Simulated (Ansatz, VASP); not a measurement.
# Cross-check of Mo2N between VASP and Ansatz, part 2 of 3

Wanted: the spread between two codes on one cell, functional and k mesh.  Valence electrons are named where the data sets of a main pair hold unlike numbers.

VASP 6.6.1 and Ansatz 0.2.0.

So far. Step 3 (Ansatz: single point, LDA): The run ends at a pressure of -4.33 GPa, with forces up to 0.16 eV/Å.

### Step 6. Ansatz: band structure, LDA, spin-orbit coupling

Level of this step: Ansatz beside VASP: Kohn-Sham DFT, plane waves, LDA, spin-orbit coupling (Ansatz).

With cell and atoms fixed, the geometry can't cause a difference; cores, projectors, grids and the points listed under the comparison can.

input.yaml reads:

```yaml
crystal:
  lattice:
    - [-2.1, 2.1, 4.0]
    - [2.1, -2.1, 4.0]
    - [2.1, 2.1, -4.0]
  atoms:
    - { symbol: Mo, position: [0.258, 0.258, 0.0] }
    - { symbol: Mo, position: [0.008, 0.508, 0.5] }
    - { symbol: Mo, position: [0.492, 0.992, 0.5] }
    - { symbol: Mo, position: [0.742, 0.742, 0.0] }
    - { symbol: "N", position: [0.0, 0.0, 0.0] }
    - { symbol: "N", position: [0.75, 0.25, 0.5] }
hamiltonian:
  xc: lda
  pseudopotentials: { kind: paw_fr }
magnetization:
  noncollinear: true
  spin_orbit: true
kpoints:
  mp_grid: { grid: [9, 9, 9] }
  band_path:
    path:
      - [0.0, 0.0, 0.0]
      - [0.0, 0.0, 0.2]
      - [0.0, 0.0, 0.4]
      - [-0.01838, 0.01838, 0.5]
      - [-0.0735, 0.0735, 0.5]
      - [-0.12862, 0.12862, 0.5]
      - [-0.1861, 0.1861, 0.45171]
      - [-0.25854, 0.25854, 0.37927]
      - [-0.31891, 0.31891, 0.31891]
      - [-0.19134, 0.19134, 0.19134]
      - [-0.06378, 0.06378, 0.06378]
      - [0.06667, 0.06667, -0.06667]
      - [0.26667, 0.26667, -0.26667]
      - [0.46667, 0.46667, -0.46667]
      - [0.45171, 0.54829, -0.45171]
      - [0.37927, 0.62073, -0.37927]
      - [0.31891, 0.68109, -0.31891]
      - [0.19134, 0.60866, -0.19134]
      - [0.06378, 0.53622, -0.06378]
      - [0.03333, 0.46667, 0.03333]
      - [0.13333, 0.36667, 0.13333]
      - [0.23333, 0.26667, 0.23333]
      - [0.31667, 0.31667, 0.14658]
      - [0.41667, 0.41667, -0.00854]
      - [0.5, 0.5, -0.13781]
      - [0.5, 0.5, -0.28269]
      - [0.5, 0.5, -0.42756]
      - [0.03333, 0.03333, 0.46667]
      - [0.13333, 0.13333, 0.36667]
      - [0.25, 0.25, 0.25]
    npoints: 1
scf:
  occupations: { method: fermi_dirac, width: 0.05 }
  n_extra_bands: 18
output:
  forces: true
  stress: true
  eigenvalues: true
```

Launch:

```bash
ansatz run input.yaml --threads 4 --pin off --max-ram 9216MiB --backend cpu --events-out ev --progress --plain --runs-dir out
```

Numbers of over 12 decimals in the logs are rounded to 6 here.

The log of the run:

```text
[...]
non-collinear run that drives no moment, with spin-orbit: no starting moment large enough to seed its density (crystal.atoms[].spin), no starting occupations that ask for one, no magnetisation constraint and no magnetic field, so the semilocal B_xc is pinned to zero
Crystal: 6 atoms, lattice volume = 70.560 Å³
Basis set: ecut = 420 eV, 1345 PW (Γ)
[...]
k-point 1: bands = [... 62 lower, 20.2060, 20.2060, 20.5316, 20.5316, 20.5643, 20.5643, 21.8599, 21.8599, ... 14 higher]
  k-point 2: bands = [... 62 lower, 19.7990, 19.7990, 20.8578, 20.8578, 21.2235, 21.2235, 21.3358, 21.3358, ... 14 higher]
  k-point 74: bands = [... 62 lower, 21.2173, 21.2173, 21.2753, 21.2753, 21.2846, 21.2846, 22.0274, 22.0274, ... 14 higher]
[key lines of the parts left out:]
SCF converged after 8 iterations
Magnetization: |M| = 0.0000 μB,  M = (+0.0000, +0.0000, +0.0000) μB
Free energy (F): -20126.398798 eV
Fermi energy:    21.182141 eV
P = ⅓ Tr σ = -4.2719 GPa (-42.719 kbar)
```

Run time: 36 s. Hardware: 4 threads of Arm Neoverse V1, shared host; peak memory 1.1 GiB; 2.4 min of CPU time.

### Step 7. VASP: band structure, LDA, spin-orbit coupling

The same cell, functional (in two slightly different forms), mesh and smearing now go to VASP, with its own data sets.

INCAR reads:

```
SYSTEM = Mo2N
PREC = Accurate
ENCUT = 520
EDIFF = 1E-06
NELM = 100
ISMEAR = -1
SIGMA = 0.05
LREAL = .FALSE.
ALGO = Normal
GGA = CA
LNONCOLLINEAR = .TRUE.
MAGMOM = 0 0 0 0 0 0 0 0 0 0 0 0 0 0 0 0 0 0
NBANDS = 80
GGA_COMPAT = .FALSE.
LASPH = .TRUE.
LSORBIT = .TRUE.
LMAXMIX = 4
LORBIT = 11
LWAVE = .FALSE.
LCHARG = .FALSE.
KPAR = 4
```

POSCAR reads:

```
Mo2N
1.0
   -2.1000000000      2.1000000000      4.0000000000
    2.1000000000     -2.1000000000      4.0000000000
    2.1000000000      2.1000000000     -4.0000000000
Mo N
4 2
Direct
    0.2580000000      0.2580000000      0.0000000000
    0.0080000000      0.5080000000      0.5000000000
    0.4920000000      0.9920000000      0.5000000000
    0.7420000000      0.7420000000      0.0000000000
    0.0000000000      0.0000000000      0.0000000000
    0.7500000000      0.2500000000      0.5000000000
```

KPOINTS reads:

```
Automatic mesh
0
Gamma
9 9 9
0 0 0
```

KPOINTS_OPT reads:

```
Line mode
16
Line-mode
Reciprocal
  0.00000000   0.00000000   0.00000000 GAMMA
  0.00000000   0.00000000   0.50000000 X

  0.00000000   0.00000000   0.50000000 X
 -0.13781250   0.13781250   0.50000000 Y

 -0.13781250   0.13781250   0.50000000 Y
 -0.31890625   0.31890625   0.31890625 S

 -0.31890625   0.31890625   0.31890625 S
  0.00000000   0.00000000   0.00000000 GAMMA

  0.00000000   0.00000000   0.00000000 GAMMA
  0.50000000   0.50000000  -0.50000000 Z

  0.50000000   0.50000000  -0.50000000 Z
  0.31890625   0.68109375  -0.31890625 S1

  0.31890625   0.68109375  -0.31890625 S1
  0.00000000   0.50000000   0.00000000 N

  0.00000000   0.50000000   0.00000000 N
  0.25000000   0.25000000   0.25000000 P

  0.25000000   0.25000000   0.25000000 P
  0.50000000   0.50000000  -0.13781250 Y1

  0.50000000   0.50000000  -0.13781250 Y1
  0.50000000   0.50000000  -0.50000000 Z

  0.00000000   0.00000000   0.50000000 X
  0.25000000   0.25000000   0.25000000 P
```

Potentials, in the order of the species: Mo_sv and N (LDA family, release 64).

Launch:

```bash
mpirun -np 4 vasp_ncl
```

The log of the run:

```text
[... set-up lines as in an earlier step ...]
 entering main loop
       N       E                     dE             d eps       ncg     rms          rms(c)
DAV:   1     0.877768781040E+03    0.87777E+03   -0.39610E+04 12008   0.176E+03
DAV:   2    -0.221333802936E+02   -0.89990E+03   -0.87666E+03 12608   0.568E+02
DAV:   3    -0.761387153671E+02   -0.54005E+02   -0.52615E+02 16016   0.130E+02
DAV:   4    -0.774855814120E+02   -0.13469E+01   -0.13310E+01 14352   0.165E+01
[...]
DAV:  12    -0.698828636630E+02   -0.64970E-05   -0.18382E-04 13760   0.680E-02    0.257E-02
DAV:  13    -0.698828652895E+02   -0.16265E-05   -0.12925E-05 14048   0.245E-02    0.663E-03
DAV:  14    -0.698828647948E+02    0.49467E-06   -0.14696E-06 10192   0.788E-03
   1 F= -.69882865E+02 E0= -.69866171E+02  d E =-.333880E-01  mag=    -0.0000     0.0000    -0.0000
 Start KPOINTS_OPT (optional k-point list driver)
k-point batch [1-75\176]
       N       E                     dE             ncg
DAV:   1     0.205954225631E+05   -0.77528E+05    12016
DAV:   2    -0.464731307719E+05   -0.67069E+05    12600
DAV:   3    -0.501361271516E+05   -0.36630E+04    16088
DAV:   4    -0.502382395292E+05   -0.10211E+03    14344
[...]
DAV:   8    -0.502408608896E+05   -0.68706E-04    11912
DAV:   9    -0.502408608922E+05   -0.26875E-05     9280
DAV:  10    -0.502408608925E+05   -0.22942E-06     8488
[...]
k-point batch [151-176\176]
       N       E                     dE             ncg
DAV:   1     0.104045229993E+06   -0.44215E+05     4160
DAV:   2     0.807810814474E+05   -0.23264E+05     4376
DAV:   3     0.795232650465E+05   -0.12578E+04     5648
DAV:   4     0.794936716754E+05   -0.29593E+02     5048
[...]
DAV:   8     0.794928757576E+05   -0.26801E-04     4064
DAV:   9     0.794928757563E+05   -0.12455E-05     3296
DAV:  10     0.794928757562E+05   -0.10186E-06     2968
```

OUTCAR, selected parts (step 7):

```text
  Total       -1.3025183     -1.3025183     -1.1598454      0.0000000      0.0000000      0.0000000
  in kB      -29.5757550    -29.5757550    -26.3361385      0.0000000      0.0000000      0.0000000
  external PRESSURE =     -28.4958829 kB  Pullay stress =       0.0000000 kB

 POSITION                                       TOTAL-FORCE (eV/Angst)
 -----------------------------------------------------------------------------------
      0.00000      0.00000      2.06400         0.000000      0.000000      0.171621
      2.10000      0.00000      0.06400         0.000000      0.000000      0.171621
      2.10000      0.00000      3.93600        -0.000000     -0.000000     -0.171621
      0.00000      0.00000      5.93600        -0.000000     -0.000000     -0.171621
      0.00000      0.00000      0.00000         0.000000      0.000000      0.000000
     -0.00000      2.10000      2.00000         0.000000      0.000000      0.000000
 -----------------------------------------------------------------------------------
    total drift:                                0.000000     -0.000000      0.000000

  FREE ENERGIE OF THE ION-ELECTRON SYSTEM (eV)
  ---------------------------------------------------
  free  energy   TOTEN  =       -69.8828647948 eV

  energy  without entropy=      -69.8494767770  energy(sigma->0) =      -69.86617079

 magnetization (x)
# of ion       s       p       d       tot
------------------------------------------
    1        0.000  -0.000  -0.000  -0.000
    2       -0.000   0.000  -0.000  -0.000
    3        0.000  -0.000  -0.000  -0.000
    4       -0.000   0.000  -0.000  -0.000
    5       -0.000   0.000   0.000  -0.000
    6       -0.000   0.000   0.000  -0.000
--------------------------------------------------
tot         -0.000  -0.000  -0.000  -0.000

 magnetization (y)
# of ion       s       p       d       tot
------------------------------------------
    1        0.000  -0.000   0.000   0.000
    2        0.000   0.000   0.000   0.000
    3        0.000  -0.000   0.000   0.000
    4        0.000   0.000   0.000   0.000
    5        0.000   0.000   0.000   0.000
    6        0.000   0.000   0.000   0.000
--------------------------------------------------
tot          0.000  -0.000   0.000   0.000

 magnetization (z)
# of ion       s       p       d       tot
------------------------------------------
    1        0.000   0.000  -0.000  -0.000
    2        0.000  -0.000   0.000  -0.000
    3        0.000   0.000  -0.000  -0.000
    4       -0.000   0.000  -0.000  -0.000
    5        0.000   0.000   0.000   0.000
    6        0.000   0.000   0.000   0.000
--------------------------------------------------
tot         -0.000   0.000  -0.000  -0.000

[... 1 part as in an earlier step ...]

[... 2 further parts left out ...]
[key lines of the parts left out:]
E-fermi :  13.1675
```

At this level the cell is under a tension of 2.8 GPa, so at these settings it is away from equilibrium.

### Step 8. Differences

What differs besides the data sets and the points named for the pairs above, as far as they apply: spin-orbit coupling enters by fully relativistic files in Ansatz and inside the spheres in VASP. Total energies have different zeros and are not compared.

The two programs side by side:

```csv
quantity,Ansatz,VASP,difference
pressure (GPa),-4.27,-2.85,-1.42
pressure without Ansatz's Pulay correction (GPa),-4.60,-2.85,-1.75
```

Forces (eV/Å; atoms numbered as in POSCAR):

```csv
atom,"Ansatz x, y, z","VASP x, y, z"
Mo1,"0.000, 0.000, 0.139","0.000, 0.000, 0.172"
Mo2,"0.000, 0.000, 0.139","0.000, 0.000, 0.172"
Mo3,"0.000, 0.000, -0.139","0.000, 0.000, -0.172"
Mo4,"0.000, 0.000, -0.139","0.000, 0.000, -0.172"
N5,"0.000, 0.000, 0.000","0.000, 0.000, 0.000"
N6,"0.000, 0.000, 0.000","0.000, 0.000, 0.000"
```

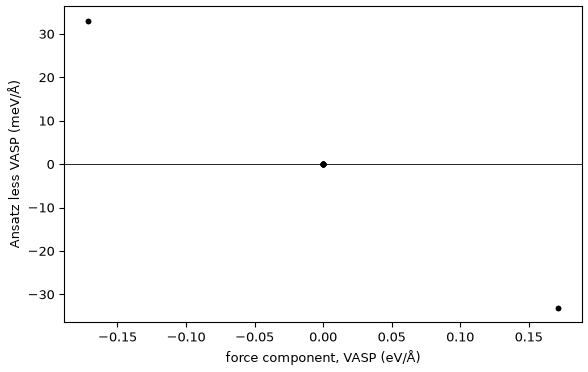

Difference of the force components against their size.

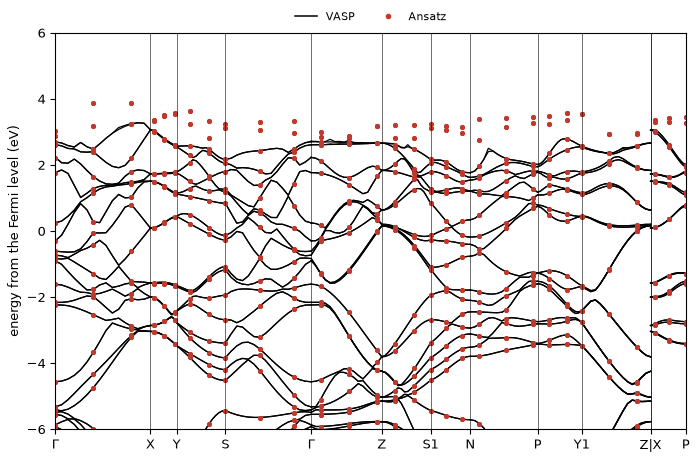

Bands from VASP (lines) and levels from Ansatz (dots). Dots without a line are higher empty bands that the VASP plot leaves out.

The forces differ by 16 meV/Å r.m.s., which is 19.3 % of the r.m.s. force of 0.081 eV/Å (both taken over all components). Levels from 3 eV below to 2 eV above the Fermi level differ by 5 meV r.m.s. and 25 meV at most; each VASP level is matched to the nearest of Ansatz, which flatters the figure a little. Ansatz's pressure holds a Pulay correction of 0.33 GPa; VASP's holds none.

### Step 9. Further runs

Further runs change the set-up of one program: Ansatz's method, potentials or start, or VASP's data sets, cutoff or form of LDA. The table gives Ansatz less VASP for each quantity, since a change that brings one quantity closer may part another.

| run | r.m.s. force difference (meV/Å) | pressure (GPa) | pressure without Ansatz's Pulay correction (GPa) |
| --- | --- | --- | --- |
| as above | 16 | -1.4 | -1.8 |
| cores kept as stored | 12 | -1.2 | -1.6 |
| Ansatz's larger PAW set (cutoff 900 eV) | 15 | -1.3 | -1.5 |

### Step 10. VASP: single point, LDA, spin-orbit coupling

With cell and atoms fixed, the geometry can't cause a difference; cores, projectors, grids and the points listed under the comparison can.

INCAR: that of step 7 with these lines changed.

```diff
@@ -5,3 +5,3 @@
 NELM = 100
-ISMEAR = -1
+ISMEAR = -5
 SIGMA = 0.05
@@ -21 +21,2 @@
 KPAR = 4
+NEDOS = 2001
```

POSCAR is that of step 7.

KPOINTS is that of step 7.

Launch:

```bash
mpirun -np 4 vasp_ncl
```

The log of the run:

```text
[... set-up lines as in an earlier step ...]
 entering main loop
       N       E                     dE             d eps       ncg     rms          rms(c)
DAV:   1     0.877779150408E+03    0.87778E+03   -0.39610E+04 12008   0.176E+03
DAV:   2    -0.221189822034E+02   -0.89990E+03   -0.87677E+03 12608   0.568E+02
DAV:   3    -0.761234636384E+02   -0.54004E+02   -0.52625E+02 16016   0.130E+02
DAV:   4    -0.774705753842E+02   -0.13471E+01   -0.13302E+01 14352   0.165E+01
[...]
DAV:  13    -0.698661557601E+02   -0.81114E-05   -0.13139E-05 14056   0.247E-02    0.659E-03
DAV:  14    -0.698661527113E+02    0.30489E-05   -0.15003E-06 10208   0.795E-03    0.244E-03
DAV:  15    -0.698661519007E+02    0.81053E-06   -0.46945E-07  7656   0.360E-03
   1 F= -.69866152E+02 E0= -.69866152E+02  d E =0.000000E+00  mag=     0.0000     0.0000    -0.0000
 -----------------------------------------------------------------------------
|                                                                             |
|           W    W    AA    RRRRR   N    N  II  N    N   GGGG   !!!           |
|           W    W   A  A   R    R  NN   N  II  NN   N  G    G  !!!           |
|           W    W  A    A  R    R  N N  N  II  N N  N  G       !!!           |
|           W WW W  AAAAAA  RRRRR   N  N N  II  N  N N  G  GGG   !            |
|           WW  WW  A    A  R   R   N   NN  II  N   NN  G    G                |
|           W    W  A    A  R    R  N    N  II  N    N   GGGG   !!!           |
|                                                                             |
|     Tetrahedron method does not include variations of the Fermi             |
|     occupations, so forces and stress will be inaccurate. We suggest        |
|     using a different smearing scheme ISMEAR = 1 or 2 for metals in         |
|     relaxations.                                                            |
|                                                                             |
 -----------------------------------------------------------------------------
```

(Continued in part 3 of 3.)

[Lines on the potential files, build, host, timing and source positions are cut from VASP's logs without a mark.]

[Logs are printed without paths, hosts, clocks, repeated set-up lines and the standing remarks that a program may print on its own settings, such as how far it seeks lower states.]

[Hosts, paths, dates, database ids (printed as entryN), source tags and the programs' standing remarks are cut or masked in the printed files.]
